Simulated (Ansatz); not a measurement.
# Ge3P4: a trial structure relaxed, part 2 of 3

Where does this trial cell of Ge3P4 go when cell and atoms are let free?

Ansatz 0.2.0; DFT PBE, scalar-relativistic, plane waves, PAW. The steps go on from the part before.

## (3) Coarse relaxation

Edit input.yaml of step 2 so:

```diff
@@ -33 +33,6 @@
   eigenvalues: true
+relax:
+  adjacent_minimum: "off"
+  f_tol: 0.04
+  max_steps: 70
+  cell: { stress_tol: 0.4 }
```

The run is started by

```sh
> ansatz run input.yaml --threads 1 --pin off --max-ram 2560MiB --backend cpu --events-out ev --progress --plain --runs-dir out
```

Log:

```text
Warning: RAYON_NUM_THREADS=1 ignored (pool sized by the plan → 1); use --threads N
Engine: ansatz 0.2.0, aarch64-unknown-linux-gnu
Pseudopotentials: kind: paw
Pseudopotential: Ge, paw, valence charge 14, recommended cutoff 420 eV (normal), Ge.paw.azcp
Pseudopotential: P, paw, valence charge 5, recommended cutoff 420 eV (normal), P.paw.azcp
Functional definition: PBE
  parameter kappa = 0.804
  parameter beta = 0.06672455060314922
  exchange = pbe_x(kappa = kappa, mu = beta*pi^2/3)
  correlation = pbe_c(beta = beta)
Crystal: 14 atoms, lattice volume = 237.216 Å³
Basis set: ecut = 420 eV, 4619 PW (Γ), exchange–correlation on 96×96×96 points (8 copies of the dense FFT grid, shifted against one another)
Bands: 76, of which v1, the nominal top of the filled ones, is band 62 counted from 1 (61 counted from 0)
Symmetry: 16 space group operations
Space group: I41/amd (ITA 141), of the structure as read, at distance tolerance 6.2e-5 Å
k-points: 13 of 64
Non-local potential: Ge, projectors of the file, l = 0: 2, l = 1: 2, l = 2: 3, l = 3: 1
Non-local potential: P, projectors of the file, l = 0: 2, l = 1: 2, l = 2: 2
PAW form: soft (Blöchl's): semilocal exchange-correlation on the pseudo side does not see the compensation charge
PAW one-centre angular grid: Ge, 590 points (default); XC on 64 Gauss nodes
PAW one-centre angular grid: P, 110 points (default); XC on 64 Gauss nodes
Initial density: superposition of atomic densities (neutral atoms: chi_scale 0, normalization atom), corrected by the library's trained network
Initial wavefunctions: pseudopotential atomic-orbital guess
Functional: x = pbe(κ = 0.804, μ = 0.2195149727645171), c = pbe(β = 0.06672455060314922)
SCF iter   1: F=—  HF=-31807.081063 eV  |F-HF|=—  |Δ(HF+E_count)|=         —  Δρ=2.45e-3  dr2=1.72e-2  ethr=1.77e-3  ⟨swp⟩=10.5  Hψ=4826  notcnv=0  defer=2
preconditioner: auto → Kerker (q_TF=auto, 2.449 Å⁻¹)  [metal: Δε(μ)=0.008 eV  Ē_g=18.158 eV  σ=0.100 eV  W_gap=0.05  n_scr=60 (ndim 8)  ℏωp=26.8 eV  f_vac=0.000  D(μ)=4.32/eV (n_scr^D=22)]
SCF iter   2: F=—  HF=-31807.073436 eV  |F-HF|=—  |Δ(HF+E_count)|=   7.63e-3  Δρ=1.56e-3  dr2=6.65e-3  ethr=1.38e-5  ⟨swp⟩=2.5  Hψ=1605  notcnv=0  defer=5
SCF iter   3: F=—  HF=-31807.073195 eV  |F-HF|=—  |Δ(HF+E_count)|=   2.41e-4  Δρ=6.28e-4  dr2=6.06e-4  ethr=5.36e-6  ⟨swp⟩=2.0  Hψ=1715  notcnv=0  defer=5
SCF iter   4: F=—  HF=-31807.072606 eV  |F-HF|=—  |Δ(HF+E_count)|=   5.89e-4  Δρ=2.48e-4  dr2=1.37e-4  ethr=4.89e-7  ⟨swp⟩=2.0  Hψ=1702  notcnv=0  defer=5
SCF iter   5: F=—  HF=-31807.072601 eV  |F-HF|=—  |Δ(HF+E_count)|=   4.20e-6  Δρ=1.08e-4  dr2=3.38e-5  ethr=1.10e-7  ⟨swp⟩=2.8  Hψ=1766  notcnv=0  defer=5
SCF iter   6: F=—  HF=-31807.072576 eV  |F-HF|=—  |Δ(HF+E_count)|=   2.57e-5  Δρ=2.84e-5  dr2=2.24e-6  ethr=2.73e-8  ⟨swp⟩=2.0  Hψ=1507  notcnv=0  defer=5
SCF iter   7: F=—  HF=-31807.072575 eV  |F-HF|=—  |Δ(HF+E_count)|=   3.60e-7  Δρ=1.81e-5  dr2=5.81e-7  ethr=1.81e-9  ⟨swp⟩=2.0  Hψ=1715  notcnv=0  defer=5
SCF iter   8: F=-31807.072575 eV  HF=-31807.072575 eV  |F-HF|=1.10e-8  |Δ(HF+E_count)|=   5.96e-8  Δρ=6.32e-6  dr2=8.82e-8  ethr=8.06e-11  ⟨swp⟩=9.5  Hψ=4962  notcnv=0
SCF 1 converged in 8 iterations: F = -31807.072575 eV  dr2 = 8.82e-8
relax step   1: F+E_penalty+E_count = -31807.07257538 eV  Δ(F+E_penalty+E_count) = +0.000e0 eV  max|allowed force component| = 3.410e0 eV/Å  Δτ_max = 0.0000 Å  P = +23.801 GPa  Ω = 237.216 Å³  (8 SCF iters, dr2 threshold 1.00e-7 eV, accepted)
Crystal: 14 atoms, lattice volume = 263.762 Å³
Basis set: ecut = 420 eV, 5183 PW (Γ), exchange–correlation on 96×96×96 points (8 copies of the dense FFT grid, shifted against one another)
Initial density: handed on by an earlier stage of this run
Initial wavefunctions: those handed on with the density
iter 1 solved again at ethr=2.74e-4 eV; its pass at ethr=3.10e-3 eV (dr2=3.40e-1 eV) is discarded
SCF iter   1: F=—  HF=-31811.243810 eV  |F-HF|=—  |Δ(HF+E_count)|=         —  Δρ=9.16e-3  dr2=3.45e-1  ethr=2.74e-4  ⟨swp⟩=2.2  Hψ=5239  notcnv=0
preconditioner: auto → Kerker (q_TF=auto, 2.406 Å⁻¹)  [metal: Δε(μ)=0.100 eV  Ē_g=17.723 eV  σ=0.100 eV  W_gap=0.49  n_scr=60 (ndim 8)  ℏωp=25.5 eV  f_vac=0.001  D(μ)=3.30/eV (n_scr^D=14)]
SCF iter   2: F=—  HF=-31811.198394 eV  |F-HF|=—  |Δ(HF+E_count)|=   4.54e-2  Δρ=5.52e-3  dr2=1.36e-1  ethr=2.74e-4  ⟨swp⟩=1.2  Hψ=993  notcnv=0
SCF iter   3: F=—  HF=-31811.171610 eV  |F-HF|=—  |Δ(HF+E_count)|=   2.68e-2  Δρ=1.03e-3  dr2=4.80e-3  ethr=1.09e-4  ⟨swp⟩=2.0  Hψ=1281  notcnv=0
SCF iter   4: F=—  HF=-31811.171614 eV  |F-HF|=—  |Δ(HF+E_count)|=   3.79e-6  Δρ=5.74e-4  dr2=1.26e-3  ethr=3.87e-6  ⟨swp⟩=2.0  Hψ=1771  notcnv=0
SCF iter   5: F=—  HF=-31811.171609 eV  |F-HF|=—  |Δ(HF+E_count)|=   5.37e-6  Δρ=2.14e-4  dr2=2.22e-4  ethr=1.01e-6  ⟨swp⟩=2.0  Hψ=1785  notcnv=0
SCF iter   6: F=—  HF=-31811.171709 eV  |F-HF|=—  |Δ(HF+E_count)|=   1.00e-4  Δρ=6.24e-5  dr2=1.74e-5  ethr=1.79e-7  ⟨swp⟩=2.0  Hψ=1382  notcnv=0
SCF iter   7: F=—  HF=-31811.171722 eV  |F-HF|=—  |Δ(HF+E_count)|=   1.25e-5  Δρ=2.68e-5  dr2=2.51e-6  ethr=1.41e-8  ⟨swp⟩=2.0  Hψ=1801  notcnv=0
SCF iter   8: F=-31811.171721 eV  HF=-31811.171721 eV  |F-HF|=1.75e-7  |Δ(HF+E_count)|=   8.07e-7  Δρ=1.24e-5  dr2=6.10e-7  ethr=1.13e-9  ⟨swp⟩=8.2  Hψ=4444  notcnv=0
SCF 2 converged in 8 iterations: F = -31811.171721 eV  dr2 = 6.10e-7
relax step   2: F+E_penalty+E_count = -31811.17172114 eV  Δ(F+E_penalty+E_count) = -4.099e0 eV  max|allowed force component| = 8.777e-1 eV/Å  Δτ_max = 0.0694 Å  P = +5.490 GPa  Ω = 263.762 Å³  energy of the carried Pulay correction = -6.296e-3 eV  (8 SCF iters, dr2 threshold 1.40e-6 eV, accepted)
Crystal: 14 atoms, lattice volume = 271.507 Å³
Basis set: ecut = 420 eV, 5303 PW (Γ), exchange–correlation on 96×96×96 points (8 copies of the dense FFT grid, shifted against one another)
iter 1 solved again at ethr=1.79e-4 eV; its pass at ethr=3.10e-3 eV (dr2=2.21e-1 eV) is discarded
SCF iter   1: F=—  HF=-31811.715572 eV  |F-HF|=—  |Δ(HF+E_count)|=         —  Δρ=1.03e-2  dr2=2.24e-1  ethr=1.79e-4  ⟨swp⟩=2.3  Hψ=5345  notcnv=0
preconditioner: auto → Kerker (q_TF=auto, 2.394 Å⁻¹)  [metal: Δε(μ)=0.049 eV  Ē_g=17.551 eV  σ=0.100 eV  W_gap=0.27  n_scr=60 (ndim 8)  ℏωp=25.1 eV  f_vac=0.000  D(μ)=3.52/eV (n_scr^D=14)]
SCF iter   2: F=—  HF=-31811.694922 eV  |F-HF|=—  |Δ(HF+E_count)|=   2.07e-2  Δρ=6.32e-3  dr2=9.02e-2  ethr=1.79e-4  ⟨swp⟩=1.1  Hψ=989  notcnv=0
SCF iter   3: F=—  HF=-31811.681751 eV  |F-HF|=—  |Δ(HF+E_count)|=   1.32e-2  Δρ=7.19e-4  dr2=1.69e-3  ethr=7.27e-5  ⟨swp⟩=2.5  Hψ=1328  notcnv=0
SCF iter   4: F=—  HF=-31811.682243 eV  |F-HF|=—  |Δ(HF+E_count)|=   4.92e-4  Δρ=3.69e-4  dr2=4.21e-4  ethr=1.36e-6  ⟨swp⟩=2.0  Hψ=1796  notcnv=0
SCF iter   5: F=—  HF=-31811.682032 eV  |F-HF|=—  |Δ(HF+E_count)|=   2.11e-4  Δρ=1.46e-4  dr2=1.09e-4  ethr=3.40e-7  ⟨swp⟩=2.0  Hψ=1778  notcnv=0
SCF iter   6: F=—  HF=-31811.682073 eV  |F-HF|=—  |Δ(HF+E_count)|=   4.05e-5  Δρ=4.26e-5  dr2=1.03e-5  ethr=8.77e-8  ⟨swp⟩=2.3  Hψ=1435  notcnv=0
SCF iter   7: F=-31811.682078 eV  HF=-31811.682078 eV  |F-HF|=2.72e-7  |Δ(HF+E_count)|=   5.02e-6  Δρ=1.08e-5  dr2=5.85e-7  ethr=1.13e-9  ⟨swp⟩=6.8  Hψ=4598  notcnv=0
SCF 3 converged in 7 iterations: F = -31811.682078 eV  dr2 = 5.85e-7
relax step   3: F+E_penalty+E_count = -31811.68207829 eV  Δ(F+E_penalty+E_count) = -5.104e-1 eV  max|allowed force component| = 2.693e-1 eV/Å  Δτ_max = 0.1725 Å  P = +0.857 GPa  Ω = 271.507 Å³  energy of the carried Pulay correction = -8.009e-3 eV  (7 SCF iters, dr2 threshold 1.40e-6 eV, accepted)
[... 12 lines left out ...]
relax step   4: F+E_penalty+E_count = -31811.83352644 eV  Δ(F+E_penalty+E_count) = -1.514e-1 eV  max|allowed force component| = 1.815e-1 eV/Å  Δτ_max = 0.0926 Å  P = +0.077 GPa  Ω = 276.103 Å³  energy of the carried Pulay correction = -9.002e-3 eV  (7 SCF iters, dr2 threshold 1.40e-6 eV, accepted)
[... 11 lines left out ...]
relax step   5: F+E_penalty+E_count = -31811.86018388 eV  Δ(F+E_penalty+E_count) = -2.666e-2 eV  max|allowed force component| = 2.831e-2 eV/Å  Δτ_max = 0.0200 Å  P = +0.050 GPa  Ω = 275.547 Å³  energy of the carried Pulay correction = -8.883e-3 eV  (6 SCF iters, dr2 threshold 1.40e-6 eV, accepted)
Basis set: ecut = 420 eV, 5349 PW (Γ), exchange–correlation on 100×100×100 points (8 copies of the dense FFT grid, shifted against one another)
Initial wavefunctions: pseudopotential atomic-orbital guess (no wavefunctions were taken with the density)
iter 1 solved again at ethr=7.43e-7 eV; its pass at ethr=3.10e-3 eV (dr2=9.21e-4 eV) is discarded
SCF iter   1: F=—  HF=-31811.735517 eV  |F-HF|=—  |Δ(HF+E_count)|=         —  Δρ=2.60e-3  dr2=7.27e-4  ethr=7.43e-7  ⟨swp⟩=3.1  Hψ=6792  notcnv=0
preconditioner: auto → Kerker (q_TF=auto, 2.388 Å⁻¹)  [metal: Δε(μ)=0.098 eV  Ē_g=8.323 eV  σ=0.100 eV  W_gap=0.48  n_scr=60 (ndim 8)  ℏωp=17.9 eV  f_vac=0.001  D(μ)=4.67/eV (n_scr^D=22)]
SCF iter   2: F=—  HF=-31811.850461 eV  |F-HF|=—  |Δ(HF+E_count)|=   1.15e-1  Δρ=1.32e-3  dr2=1.13e-4  ethr=5.87e-7  ⟨swp⟩=2.2  Hψ=1418  notcnv=0
SCF iter   3: F=—  HF=-31811.887741 eV  |F-HF|=—  |Δ(HF+E_count)|=   3.73e-2  Δρ=2.66e-4  dr2=1.41e-5  ethr=9.14e-8  ⟨swp⟩=2.4  Hψ=1429  notcnv=0
SCF iter   4: F=—  HF=-31811.889253 eV  |F-HF|=—  |Δ(HF+E_count)|=   1.51e-3  Δρ=3.23e-5  dr2=3.11e-6  ethr=1.14e-8  ⟨swp⟩=3.0  Hψ=1926  notcnv=0
SCF iter   5: F=—  HF=-31811.889188 eV  |F-HF|=—  |Δ(HF+E_count)|=   6.44e-5  Δρ=1.26e-5  dr2=1.17e-6  ethr=2.51e-9  ⟨swp⟩=2.0  Hψ=1378  notcnv=0
SCF iter   6: F=—  HF=-31811.889189 eV  |F-HF|=—  |Δ(HF+E_count)|=   3.81e-7  Δρ=3.86e-6  dr2=1.05e-7  ethr=9.42e-10  ⟨swp⟩=2.2  Hψ=1268  notcnv=0
SCF iter   7: F=-31811.889189 eV  HF=-31811.889189 eV  |F-HF|=2.36e-9  |Δ(HF+E_count)|=   4.62e-8  Δρ=1.20e-6  dr2=4.72e-9  ethr=7.23e-12  ⟨swp⟩=6.5  Hψ=4916  notcnv=0
SCF 6 converged in 7 iterations: F = -31811.889189 eV  dr2 = 4.72e-9
relax step   6: F+E_penalty+E_count = -31811.88918872 eV  Δ(F+E_penalty+E_count) = -2.900e-2 eV  max|allowed force component| = 2.826e-2 eV/Å  Δτ_max = 0.0000 Å  P = +0.238 GPa  Ω = 275.547 Å³  stress off target by 3.66e-1 GPa  SCF on the basis re-selected at this cell (its energy is not comparable with the rows above)  (7 SCF iters)
basis re-selected at this cell: Δ(F+E_penalty+E_count) = -2.900e-2 eV, ΔP = +0.188 GPa vs the last step (what re-selecting the basis moved, of the pressure what is left beyond the Pulay correction that the steps carried, after the strain that the cell walked since its last selection, with what the two solves' SCF thresholds leave and, on support functions, any second-order correction that the steps lacked; it is no measure of the basis error at this ecutwfc). The dense FFT grid was sized anew with the basis: this SCF ran on 50×50×50 points, the steps before it on 48×48×48, so part of this shift can come from that change (see relax.cell in the input reference). This SCF's stress stands 3.66e-1 GPa from its target on what of the cell is left free (relax.cell.stress_tol is 4.00e-1 GPa) and its largest allowed force component is 2.83e-2 eV/Å (relax.f_tol is 4.00e-2 eV/Å): within both
SCF converged after 7 iterations
Free energy (F): -31811.889189 eV
Harris-Foulkes:  -31811.889189 eV  (|F-HF|=2.36e-9)
Internal energy: -31811.865604 eV  (E = F + TS)
E sigma→0 (E₀):  -31811.877396 eV
Entropy (-TS):   -0.023585 eV (-1.685 meV/atom)
Fermi energy:    8.268802 eV
--- Per-component energies (eV) ---
  E_band       = -842.746757
  E_kinetic    = 1222.256775
  E_local      = -16091.099557  (includes V_loc(G=0)·N_el)
  E_nonlocal   = 2786.688054
  E_hartree    = 7025.718725
  E_xc         = -939.959212
  E_vxc        = -867.321647  (∫ρ·V_xc dr)
  E_paw        = -16678.719357  (= ΣΔE_a)
  E_vpaw       = -1944.702631  (= ΣTr[D̂ρ^β])
  E_aug_tail   = 0.002003  (compensation charges beyond the density's cutoff)
  E_ewald      = -9136.753034
  E_smearing   = -0.023585  (= −TS)
  E_closure    = 0.000000  (closes the sum)
  Σ components = -31811.889189   (vs F -31811.889189, Δ=0.00e0)
--- Forces (eV/Å), atoms counted from 1 ---
  atom   1  Ge     0.00000000     0.00000000     0.00000000
  atom   2  Ge    -0.00000000    -0.00000000     0.00000000
  atom   3  Ge    -0.00000000    -0.00000000     0.00000000
  atom   4  Ge    -0.00000000    -0.00000000     0.00000000
  atom   5  Ge    -0.00000000     0.00000000     0.00000000
  atom   6  Ge    -0.00000000    -0.00000000     0.00000000
  atom   7  P      0.00000000    -0.02825859     0.02805693
  atom   8  P      0.02825859    -0.00000000     0.02805693
  atom   9  P      0.00000000     0.02825859     0.02805693
  atom  10  P     -0.02825859    -0.00000000     0.02805693
  atom  11  P      0.00000000     0.02825859    -0.02805693
  atom  12  P      0.02825859    -0.00000000    -0.02805693
  atom  13  P      0.00000000    -0.02825859    -0.02805693
  atom  14  P     -0.02825859     0.00000000    -0.02805693
  max |Σ_I F_I| component: 7.63e-17 eV/Å
--- Stress (GPa, compression-positive) ---
        0.365719      -0.000000       0.000000
       -0.000000       0.365719       0.000000
       -0.000000      -0.000000      -0.017405
  P = ⅓ Tr σ = 0.2380 GPa (2.380 kbar)
--- Band table (eV; the first three rows and the last of 13) ---
  k-point 0: bands = ["-16.8542", "-16.8542", "-16.8536", "-16.8536", "-16.8516", "-16.8511", "-16.8313", "-16.8309", "-16.8271", "-16.8267", "-16.6196", "-16.6120", "-16.6120", "-16.6099", "-16.5969", "-16.5947", "-16.5947", "-16.5943", "-16.5841", "-16.5786", "-16.5786", "-16.5784", "-16.5704", "-16.5704", "-16.5695", "-16.5656", "-16.5635", "-16.5627", "-16.5509", "-16.5509", "-5.7951", "-3.5712", "-2.6278", "-2.4379", "-2.4379", "-2.4171", "-2.2569", "-2.2569", "-1.8227", "-0.7206", "-0.0416", "-0.0151", "-0.0151", "2.5821", "2.6145", "4.0433", "4.4088", "4.4088", "5.2302", "5.6504", "5.6504", "5.9701", "5.9701", "5.9749", "6.5115", "7.1510", "7.2842", "7.2842", "7.6298", "7.7936", "7.7936", "7.8973", "7.9951", "8.0607", "8.2961", "8.2961", "8.5305", "9.1017", "10.5994", "10.5994", "10.9661", "11.4672", "11.6511", "11.6511", "11.8775", "11.9469"]
  k-point 1: bands = ["-16.8541", "-16.8541", "-16.8537", "-16.8537", "-16.8515", "-16.8512", "-16.8313", "-16.8310", "-16.8271", "-16.8267", "-16.6171", "-16.6109", "-16.6108", "-16.6090", "-16.5971", "-16.5953", "-16.5950", "-16.5918", "-16.5866", "-16.5805", "-16.5786", "-16.5785", "-16.5709", "-16.5701", "-16.5698", "-16.5664", "-16.5621", "-16.5611", "-16.5532", "-16.5529", "-5.5057", "-3.8214", "-3.1339", "-3.0742", "-2.9688", "-2.9154", "-2.0479", "-1.7074", "-0.6795", "-0.0571", "0.0820", "0.2602", "0.5976", "2.8825", "3.4036", "3.4522", "3.8716", "3.9298", "4.7803", "4.8760", "4.9635", "5.0043", "5.2483", "6.1235", "6.2028", "6.6983", "6.9073", "7.0945", "7.2003", "7.4649", "7.5112", "7.9461", "8.1231", "8.7153", "8.8418", "9.1924", "9.2538", "10.0685", "10.5922", "11.2177", "11.2678", "11.5093", "11.7082", "11.9819", "12.3752", "12.5887"]
  k-point 2: bands = ["-16.8539", "-16.8539", "-16.8539", "-16.8539", "-16.8513", "-16.8513", "-16.8311", "-16.8311", "-16.8269", "-16.8269", "-16.6122", "-16.6122", "-16.6087", "-16.6087", "-16.5967", "-16.5967", "-16.5923", "-16.5923", "-16.5859", "-16.5859", "-16.5785", "-16.5785", "-16.5710", "-16.5710", "-16.5682", "-16.5682", "-16.5581", "-16.5581", "-16.5572", "-16.5572", "-4.6929", "-4.6929", "-3.5044", "-3.5044", "-3.1419", "-3.1419", "-1.6076", "-1.6076", "0.2996", "0.2996", "0.4278", "0.4278", "2.0387", "2.0387", "3.4909", "3.4909", "3.7585", "3.7585", "4.0750", "4.0750", "4.8288", "4.8288", "5.0442", "5.0442", "5.8349", "5.8349", "6.2202", "6.2202", "7.0490", "7.0490", "7.9602", "7.9602", "9.3346", "9.3346", "9.8150", "9.8150", "10.3582", "10.3582", "10.4913", "10.4913", "12.0244", "12.0244", "12.2855", "12.2855", "13.1626", "13.1626"]
  k-point 12: bands = ["-16.8543", "-16.8543", "-16.8535", "-16.8535", "-16.8513", "-16.8513", "-16.8311", "-16.8311", "-16.8269", "-16.8269", "-16.6143", "-16.6143", "-16.6045", "-16.6045", "-16.6011", "-16.6011", "-16.5897", "-16.5897", "-16.5867", "-16.5867", "-16.5787", "-16.5787", "-16.5710", "-16.5710", "-16.5683", "-16.5683", "-16.5632", "-16.5632", "-16.5512", "-16.5512", "-4.7882", "-4.7882", "-3.4347", "-3.4347", "-3.0365", "-3.0365", "-1.4390", "-1.4390", "0.1363", "0.1363", "0.3169", "0.3169", "1.8231", "1.8231", "3.3960", "3.3960", "3.5942", "3.5942", "4.0507", "4.0507", "4.8628", "4.8628", "5.0608", "5.0608", "6.1522", "6.1522", "6.3003", "6.3003", "7.4348", "7.4348", "8.3364", "8.3364", "9.0644", "9.0644", "10.1524", "10.1524", "10.3190", "10.3190", "10.7927", "10.7927", "11.9772", "11.9772", "11.9939", "11.9939", "12.8154", "12.8154"]
--- Relaxed structure (5 steps of the walk, 5 accepted, 1 SCFs on fresh bases) ---
  F+E_penalty+E_count = -31811.88918872 eV   max|allowed force component| = 2.826e-2 eV/Å   (the final SCF, on the basis selected at the relaxed cell)
  cell:  # Å, volume = 275.5468 Å³
    - [-3.5809658832577616, 3.5809658832577616, 5.371987275951168]
    - [3.5809658832577616, -3.5809658832577616, 5.371987275951168]
    - [3.5809658832577616, 3.5809658832577616, -5.371987275951168]
  atoms:
    - { symbol: Ge, position: [-3.8875876333688033e-19, -1.6403591364658066e-19, 2.24722849690299e-19] }
    - { symbol: Ge, position: [0.75, 0.25000000000000006, 0.5] }
    - { symbol: Ge, position: [0.875, 0.625, 0.25000000000000006] }
    - { symbol: Ge, position: [0.37500000000000006, 0.6250000000000001, 0.25000000000000006] }
    - { symbol: Ge, position: [0.375, 0.625, 0.75] }
    - { symbol: Ge, position: [0.375, 0.12499999999999997, 0.75] }
    - { symbol: P, position: [0.6281440875411222, 0.38958323959345326, 0.23856084794766907] }
    - { symbol: P, position: [0.13958323959345334, 0.40102239164578424, 0.2614391520523309] }
    - { symbol: P, position: [0.15102239164578424, 0.3895832395934535, 0.7614391520523309] }
    - { symbol: P, position: [0.13958323959345334, 0.8781440875411225, 0.7385608479476693] }
    - { symbol: P, position: [0.1218559124588777, 0.8604167604065467, 0.2614391520523309] }
    - { symbol: P, position: [0.6104167604065467, 0.37185591245887767, 0.7614391520523309] }
    - { symbol: P, position: [0.5989776083542158, 0.8604167604065467, 0.7385608479476692] }
    - { symbol: P, position: [0.6104167604065467, 0.848977608354216, 0.2385608479476691] }
```

Run time: 3.5 min. Hardware: 1 thread of Arm Neoverse N1, shared host; peak memory 0.61 GiB.

Step by step:

```csv
step,E - E(step 1) (eV/cell),largest force component (eV/Å),pressure (GPa),volume (Å³)
1,0.0000,3.4100,23.80,237.22
2,-4.0991,0.8777,5.49,263.76
3,-4.6095,0.2693,0.86,271.51
4,-4.7610,0.1815,0.08,276.10
5,-4.7876,0.0283,0.05,275.55
6,-4.8166,0.0283,0.24,275.55
```

Step 1 is the start. Step 6 repeats the geometry before it on a plane-wave basis chosen anew for that cell, so its energy need not be comparable with the rows above.

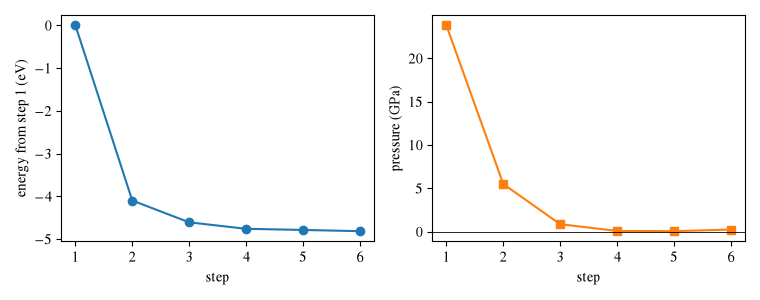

Energy and pressure along the relaxation.

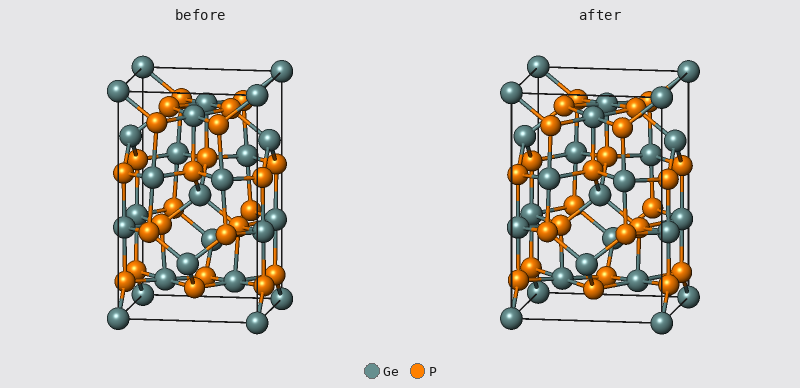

Before and after, at one scale.

Lengths and angles in the start's conventional setting:

|  | before | after | change |
| --- | --- | --- | --- |
| a (Å) | 6.617 | 7.162 | +8.2 % |
| b (Å) | 6.617 | 7.162 | +8.2 % |
| c (Å) | 10.837 | 10.744 | -0.9 % |
| volume (Å³/atom) | 16.94 | 19.68 | +16.2 % |
| shortest distance (Å) | 2.215 | 2.399 | +8.3 % |
| space group (0.01 Å) | I4_1/amd | I4_1/amd | same |

The run keeps the 16 symmetry operations of the start, so it could not have lowered the symmetry.

(Continued in part 3 of 3.)
